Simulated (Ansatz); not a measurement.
# doublet BCl+ at 6 levels

Wanted: a comparison of 6 runs (U-r2SCAN/STO-3G, U-revPBE/STO-3G, UB3LYP/STO-3G, UBHLYP/STO-3G, USVWN5/STO-3G, UCCSDT(Q)/STO-3G) of doublet BCl+. 

The calculation is run with Ansatz 0.2.0.

40 further runs of the same task are left out: 1 that didn't finish, 39 set aside as unsound or not needed.

## 1. Starting point

BCl+ has 2 atoms, charge +1, and is taken as a doublet. SMILES of the parent species: `[B]Cl`. Geometry: relaxed at PBE0-D4/def2-TZVP. That shape belongs to the parent species and isn't relaxed for this state.

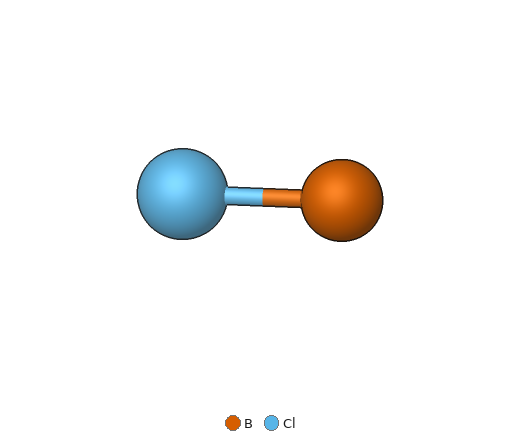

The structure, seen from a chosen angle (boron orange, chlorine blue).

## 2. The energy at U-r2SCAN/STO-3G (run 1)

Input file run.yaml:

```yaml
crystal:
  periodic: [false, false, false]
  atoms:
    - {symbol: B, position_ang: [-0.000000, -0.000000, -0.069660]}
    - {symbol: Cl, position_ang: [0.000000, 0.000000, 1.648190]}
basis:
  gaussian: {orbitals: STO-3G}
total_charge: 1
accuracy: high
hamiltonian: {xc: {name: r2SCAN}}
magnetization: {spin_polarized: true, initial_magnetization: 1}
```

Launch:

```bash
$ ansatz run run.yaml --threads 1 --pin off --max-ram 3480MiB --events-out events.jsonl --progress --plain --runs-dir runs
```

Standard output:

```text
Warning: RAYON_NUM_THREADS=1 ignored (pool sized by the plan → 1); use --threads N
Functional definition: r2SCAN
  name "r2SCAN"
  parameter k0 = 0.174
  parameter k1 = 0.065
  parameter a1 = 4.9479
  exchange = r2scan_x(k0 = k0, k1 = k1, a1 = a1)
  correlation = r2scan_c
224 factors; integrals over basis functions are off by at most 2.1e-8 eV
mean field evaluation 1: about -13038.3088 eV, gradient 1.8e1 eV
mean field evaluation 2: about -12985.8263 eV, gradient 9.3e1 eV
mean field evaluation 4: about -13042.1605 eV, gradient 1.2e0 eV
mean field evaluation 8: about -13042.1514 eV, gradient 4.0e-2 eV
mean field evaluation 16: about -13042.1514 eV, gradient 8.1e-9 eV
mean field -13042.15142734 eV, -479.2902246670 hartree, gradient 2.4e-8 eV, S^2 0.774175; 0 other end points of the search recorded, 0 dependent functions left out
reference -13042.15142785 eV, -479.2902246856 hartree; 11, 10 occupied and 3, 4 virtual orbitals, 224 factors
Total energy: -13042.15142785 eV, -479.2902246856 hartree
```

Wall time 1.4 s (1 thread of Intel Xeon Platinum 8488C (Sapphire Rapids), shared host); peak memory 0.17 GiB.

## 3. A single-point energy at U-revPBE/STO-3G (run 2)

run.yaml, as its differences from that of step 2:

```diff
@@ -8,4 +8,4 @@
 total_charge: 1
+magnetization: {spin_polarized: true, initial_magnetization: 1}
+hamiltonian: {xc: {name: revPBE}}
 accuracy: high
-hamiltonian: {xc: {name: r2SCAN}}
-magnetization: {spin_polarized: true, initial_magnetization: 1}
```

Launch:

```bash
$ ansatz run run.yaml --threads 1 --pin off --max-ram 3480MiB --events-out events.jsonl --progress --plain --runs-dir runs
```

Standard output:

```text
Warning: RAYON_NUM_THREADS=1 ignored (pool sized by the plan → 1); use --threads N
Functional definition: revPBE
  name "revPBE"
  parameter kappa = 1.245
  parameter beta = 0.06672455060314922
  exchange = pbe_x(kappa = kappa, mu = beta*pi^2/3)
  correlation = pbe_c(beta = beta)
224 factors; integrals over basis functions are off by at most 2.1e-8 eV
mean field evaluation 1: about -13036.2451 eV, gradient 1.9e1 eV
mean field evaluation 2: about -12952.3480 eV, gradient 1.1e2 eV
mean field evaluation 4: about -13040.3033 eV, gradient 3.8e0 eV
mean field evaluation 8: about -13040.3998 eV, gradient 1.5e-2 eV
mean field evaluation 16: about -13040.3998 eV, gradient 4.1e-8 eV
mean field -13040.39978927 eV, -479.2258531554 hartree, gradient 4.0e-8 eV, S^2 0.765842; 0 other end points of the search recorded, 0 dependent functions left out
reference -13040.39979112 eV, -479.2258532231 hartree; 11, 10 occupied and 3, 4 virtual orbitals, 224 factors
Total energy: -13040.39979112 eV, -479.2258532231 hartree
```

It took 0.56 s on 1 thread of Intel Xeon Platinum 8488C (Sapphire Rapids), shared host; peak memory 0.11 GiB.

## 4. The energy at UB3LYP/STO-3G (run 3)

Input file molecule.yaml:

```yaml
crystal:
  periodic: [false, false, false]
  atoms:
    - {symbol: B, position_ang: [-0.000000, -0.000000, -0.069660]}
    - {symbol: Cl, position_ang: [0.000000, 0.000000, 1.648190]}
basis:
  gaussian:
    orbitals: STO-3G
total_charge: 1
magnetization:
  spin_polarized: true
  initial_magnetization: 1
hamiltonian:
  xc: {name: B3LYP}
accuracy: high
```

Launch:

```bash
$ ansatz run molecule.yaml --threads 1 --pin off --max-ram 3480MiB --events-out events.jsonl --progress --plain --runs-dir runs
```

Standard output:

```text
Warning: RAYON_NUM_THREADS=1 ignored (pool sized by the plan → 1); use --threads N
Functional definition: B3LYP
  name "B3LYP"
  parameter a0 = 0.2
  parameter ax = 0.72
  parameter ac = 0.81
  exchange = (1 - a0 - ax)*slater_x + ax*b88_x + a0*exact_x
  correlation = (1 - ac)*vwn_rpa_c + ac*lyp_c
224 factors; integrals over basis functions are off by at most 2.1e-8 eV
mean field evaluation 1: about -13038.3892 eV, gradient 1.8e1 eV
mean field evaluation 2: about -12994.6567 eV, gradient 8.9e1 eV
mean field evaluation 4: about -13042.4946 eV, gradient 6.0e-1 eV
mean field evaluation 8: about -13042.4821 eV, gradient 4.7e-3 eV
mean field evaluation 16: about -13042.4821 eV, gradient 3.9e-8 eV
mean field -13042.48212462 eV, -479.3023775679 hartree, gradient 3.9e-8 eV, S^2 0.759765; 0 other end points of the search recorded, 0 dependent functions left out
reference -13042.48214657 eV, -479.3023783747 hartree; 11, 10 occupied and 3, 4 virtual orbitals, 224 factors
Total energy: -13042.48214657 eV, -479.3023783747 hartree
```

Wall time 0.56 s (1 thread of Intel Xeon Platinum 8488C (Sapphire Rapids), shared host); peak memory 0.11 GiB.

Runs 4 to 5 aren't shown in full; the table further down has their settings and results.

## 5. A single-point energy at UCCSDT(Q)/STO-3G (run 6)

Input file run.yaml:

```yaml
crystal:
  periodic: [false, false, false]
  atoms:
    - {symbol: B, position_ang: [-0.000000, -0.000000, -0.069660]}
    - {symbol: Cl, position_ang: [0.000000, 0.000000, 1.648190]}
basis:
  gaussian:
    orbitals: STO-3G
magnetization:
  spin_polarized: true
  initial_magnetization: 1
correlation:
  method: ccsdt_q
  frozen_orbitals: {B: 1, Cl: 5}
total_charge: 1
accuracy: high
scf:
  omitted_lower_state_checks: [cluster_reference, increment]
```

Launch:

```bash
$ ansatz run run.yaml --threads 1 --pin off --max-ram 3480MiB --events-out events.jsonl --progress --plain --runs-dir runs
```

Standard output:

```text
Warning: RAYON_NUM_THREADS=1 ignored (pool sized by the plan → 1); use --threads N
[... 13 lines left out ...]
6 core orbitals not correlated: weight in the atoms' cores, before any rotation towards them, 1.000 or more for the frozen orbitals, at most 0.000 for the correlated occupied ones
[... 33 lines left out ...]
Total energy: -13024.50600449 eV, -478.6417673379 hartree
Checks for a lower state left out: cluster_reference, increment
```

It took 1.5 s on 1 thread of Intel Xeon Platinum 8488C (Sapphire Rapids), shared host.

## 6. Overview of the runs

```csv
run,level,frozen core orbitals,energy (Eh),⟨S²⟩,wall time
1,U-r2SCAN/STO-3G,–,-479.290225,0.774,1.4 s
2,U-revPBE/STO-3G,–,-479.225853,0.766,0.56 s
3,UB3LYP/STO-3G,–,-479.302378,0.760,0.56 s
4,UBHLYP/STO-3G,–,-479.315048,0.757,0.54 s
5,USVWN5/STO-3G,–,-477.493797,0.765,0.4 s
6,UCCSDT(Q)/STO-3G,6,-478.641767,0.763,1.5 s
```

## 7. Results

| quantity | value |
| --- | --- |
| run 6: total energy | -478.64177 Eh |
| run 6: correlation energy (6 core orbitals frozen) | -61.2 mEh |
| run 6: ⟨S²⟩ of the reference determinant | 0.763 |
| run 6: T1 diagnostic | 0.032 |

Totals of different functionals can't be ranked against each other. In runs 1, 2, 3, 4, 5, 6 the basis is minimal, so the values are rough. All runs together took 5 s, the longest 1.5 s.
